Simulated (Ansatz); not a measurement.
# CdF2 monolayer (1T): from the cell to its phonons, part 3 of 3

Aim: the vibrations of CdF2 monolayer (1T), their spectra, and whether the structure is stable.

Ansatz 0.2.0; DFT LDA, scalar-relativistic, plane waves, PAW; PAW set soft_1.

So far. Step 4 (Tight relaxation): The largest force component left is 0.063 meV/Å, within the tolerances set. Step 5 (Zone-centre response): Before it was imposed, the acoustic sum rule was missed by 1.6e-4 eV/Å² and the charge sum rule by 6.3e-5 e. Small misses are needed for a sound result but don't prove that mesh and cutoff are converged. The lowest optical mode is real, 257 cm⁻¹.

## 6. The dispersion (continued)

The phonon density of states has structure finer than the step of the table below, so its rows give means over 25 cm⁻¹, whole bins alone (the curve runs from 2.5 to 398 cm⁻¹). Peaks (cm⁻¹: height): 47.5: 0.0708, 147.5: 0.0357, 232.5: 0.0666, 282.5: 0.0639, 337.5: 0.0764, 392.5: 0.0902.

Tetrahedra on a 24×24×1 mesh, mean over bins of 5 cm-1. Interpolated from a 6×6×1 q mesh. The phonon density of states by wavenumber; means over each step:

| wavenumber (cm⁻¹) | phonon density of states (1/cm⁻¹/cell) |
| --- | --- |
| 25 | 0.0166 |
| 50 | 0.0294 |
| 75 | 0.0121 |
| 100 | 0.0190 |
| 125 | 0.0158 |
| 150 | 0.0230 |
| 175 | 0 |
| 200 | 0 |
| 225 | 0.0273 |
| 250 | 0.0470 |
| 275 | 0.0404 |
| 300 | 0.0153 |
| 325 | 0.0405 |
| 350 | 0.0302 |
| 375 | 0.0102 |

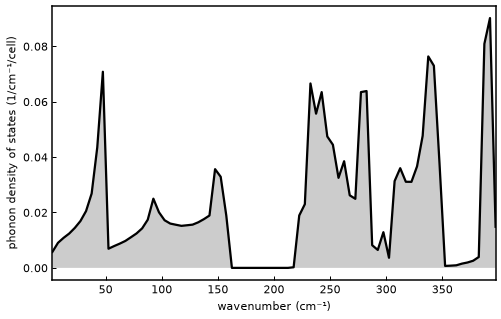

Phonon density of states, plotted against wavenumber.

The partial phonon density of states has structure finer than the step of the table below, so its rows give means over 20 cm⁻¹, whole bins alone (the curve runs from -10 to 425 cm⁻¹). Peaks (cm⁻¹: height): Cd 44.7: 0.0518, 91.2: 0.0179, 151.4: 0.0222, 280.0: 0.0107, 340.2: 0.0103; F 151.4: 0.00985, 241.7: 0.0567, 280.0: 0.0526, 340.2: 0.0637, 389.5: 0.0784.

Phonopy on the run's constants, 19x19x1 mesh, Gaussian sigma 3.1 cm-1. Interpolated from a 6×6×1 q mesh. The partial phonon density of states by wavenumber; means over each step; values in 1/cm⁻¹/cell:

| wavenumber (cm⁻¹) | Cd | F |
| --- | --- | --- |
| 0 | 0.00303 | 0.00101 |
| 20 | 0.0108 | 0.00314 |
| 40 | 0.0316 | 0.00530 |
| 60 | 0.00942 | 0.00224 |
| 80 | 0.0110 | 0.00282 |
| 100 | 0.0154 | 0.00354 |
| 120 | 0.0129 | 0.00348 |
| 140 | 0.0147 | 0.00577 |
| 160 | 0.00953 | 0.00438 |
| 180 | 6.0e-7 | 3.0e-7 |
| 200 | 0 | 1.6e-6 |
| 220 | 3.1e-4 | 0.0140 |
| 240 | 0.00285 | 0.0512 |
| 260 | 0.00383 | 0.0325 |
| 280 | 0.00626 | 0.0330 |
| 300 | 0.00192 | 0.0123 |
| 320 | 0.00459 | 0.0306 |
| 340 | 0.00784 | 0.0488 |
| 360 | 4.2e-4 | 0.00229 |
| 380 | 0.00113 | 0.0200 |
| 400 | 0.00250 | 0.0236 |

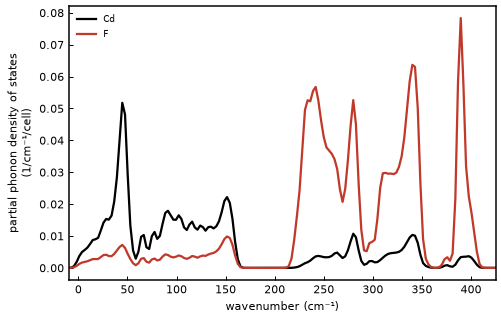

Partial phonon density of states, plotted against wavenumber.

Harmonic thermodynamic functions per atom, from the density of states. Interpolated from a 6×6×1 q mesh. Thermodynamic functions, by row:

| T (K) | F_vib (meV/atom) | S (J/mol-atom/K) | C_V (J/mol-atom/K) |
| --- | --- | --- | --- |
| 0 | 42.77 | 0 | 0 |
| 100 | 37.71 | 10.51 | 11.61 |
| 200 | 21.02 | 21.36 | 19.33 |
| 300 | -5.7 | 29.81 | 22.1 |
| 400 | -40.12 | 36.35 | 23.26 |
| 500 | -80.61 | 41.61 | 23.84 |
| 600 | -126.1 | 45.98 | 24.16 |
| 700 | -175.7 | 49.72 | 24.36 |
| 800 | -229 | 52.99 | 24.49 |
| 900 | -285.4 | 55.88 | 24.58 |
| 1000 | -344.7 | 58.47 | 24.65 |

Symmetry leaves 7 wavevectors to solve. The lowest mode among them, the acoustic zeros apart, lies at q = (0, 0.167, 0) and is real, 13.5 cm⁻¹.

## 7. Another isotope

An isotope changes the mass and not the force constants, so no new electronic calculation is needed; the shifts show which modes move this element.

The same force constants with the mass of Cd changed from 112.414 to 115.905 u (phonopy, no LO-TO term). Both lists are sorted by frequency; levels can cross, so a row need not hold one and the same mode. Modes under 3 cm⁻¹ are left out. Isotope shifts, by row:

| q | rank | natural mass (cm⁻¹) | changed mass (cm⁻¹) |
| --- | --- | --- | --- |
| 0 0 0 | 4 | 257.4 | 257.4 |
| 0 0 0 | 5 | 257.4 | 257.4 |
| 0 0 0 | 6 | 295 | 293.9 |
| 0 0 0 | 7 | 295 | 293.9 |
| 0 0 0 | 8 | 310.2 | 310.2 |
| 0 0 0 | 9 | 324.8 | 323.5 |
| 0 0.1667 0 | 1 | 13.47 | 13.32 |
| 0 0.1667 0 | 2 | 45.04 | 44.52 |
| 0 0.1667 0 | 3 | 79.2 | 78.31 |
| 0 0.1667 0 | 4 | 243.8 | 243.7 |
| 0 0.1667 0 | 5 | 266.1 | 265.6 |
| 0 0.1667 0 | 6 | 295.7 | 295 |
| 0 0.1667 0 | 7 | 309.5 | 309.2 |
| 0 0.1667 0 | 8 | 311.5 | 310.6 |
| 0 0.1667 0 | 9 | 390.4 | 389.2 |
| 0 0.3333 0 | 1 | 36.56 | 36.1 |
| 0 0.3333 0 | 2 | 79.6 | 78.62 |
| 0 0.3333 0 | 3 | 137.5 | 136.1 |
| 0 0.3333 0 | 4 | 227.1 | 227 |
| 0 0.3333 0 | 5 | 254.8 | 254.3 |
| 0 0.3333 0 | 6 | 282.7 | 282.1 |
| 0 0.3333 0 | 7 | 327.2 | 326.8 |
| 0 0.3333 0 | 8 | 332.7 | 331.9 |
| 0 0.3333 0 | 9 | 393.8 | 393.3 |
| 0 -0.5 0 | 1 | 47.16 | 46.52 |
| 0 -0.5 0 | 2 | 93.17 | 91.96 |
| 0 -0.5 0 | 3 | 159 | 157.3 |
| 0 -0.5 0 | 4 | 220.1 | 220.1 |
| 0 -0.5 0 | 5 | 240.9 | 240.9 |
| 0 -0.5 0 | 6 | 283.4 | 282.2 |
| 0 -0.5 0 | 7 | 340.2 | 339.6 |
| 0 -0.5 0 | 8 | 341 | 340.3 |
| 0 -0.5 0 | 9 | 388.6 | 388.6 |

A mode of this element alone would shift by -1.52 %. The highest zone-centre frequency without the field goes from 324.8 to 323.5 cm⁻¹ (-0.4 %). The product of the frequency ratios over all optical modes at Γ is 0.989; the product rule, (m/m′)^(3k/2) (M′/M)^(3/2) with k = 1 such atoms and M the mass of the cell, gives 0.989.

## 8. Summary of results

```
space group after relaxation (within 0.01 Å)            : P-3m1
area per atom                                           : 3.42 Å²
gap on the k-mesh                                       : 3.80 eV
highest optical mode at the zone centre (no LO-TO term) : 325 cm⁻¹
lowest optical zone-centre mode                         : 257 cm⁻¹
largest Born charge (third of the trace)                : 1.94 e
lowest mode on the q mesh (acoustic modes at Γ apart)   : 13.5 cm⁻¹
highest frequency on the path or at a solved wavevector : 396 cm⁻¹
zero-point energy per atom                              : 42.8 meV
heat capacity at 300 K                                  : 22.1 J/(mol atoms K)
vibrational entropy at 300 K                            : 29.8 J/(mol atoms K)
imaginary modes on the 6×6×1 q mesh                     : none
```

**Reading.** The structure is a minimum as far as tested: no mode is imaginary at the 7 irreducible wavevectors of the 6×6×1 mesh, and the softest away from the acoustic zeros lies at 13 cm⁻¹. Without the field, the optical modes at Γ span 257 to 325 cm⁻¹. The highest mode in this list at Γ, 324.8 cm⁻¹, is mostly motion of F (75 % of the kinetic energy). The strongest infrared line is at 295 cm⁻¹. Averaged over orientations, the strongest Raman line at 532 nm and 300 K is at 310 cm⁻¹. On the path and the mesh, the widest gap between branches runs from 159 to 220 cm⁻¹. In a sheet or slab the interpolated bending branch near Γ is rough, since the rotational sum rule isn't imposed. Dielectric tensors refer to the cell with its vacuum. The PAW files were made for PBE and serve the other functionals too. The starting cell was built on a prototype and not taken from a measurement. These are harmonic frequencies at zero temperature: anharmonic shifts, linewidths and thermal expansion are left out.

[Logs are printed without paths, hosts, clocks, repeated set-up lines and the standing remarks that a program may print on its own settings, such as how far it seeks lower states.]

[Hosts, paths, dates, database ids (printed as entryN), source tags and the programs' standing remarks are cut or masked in the printed files.]
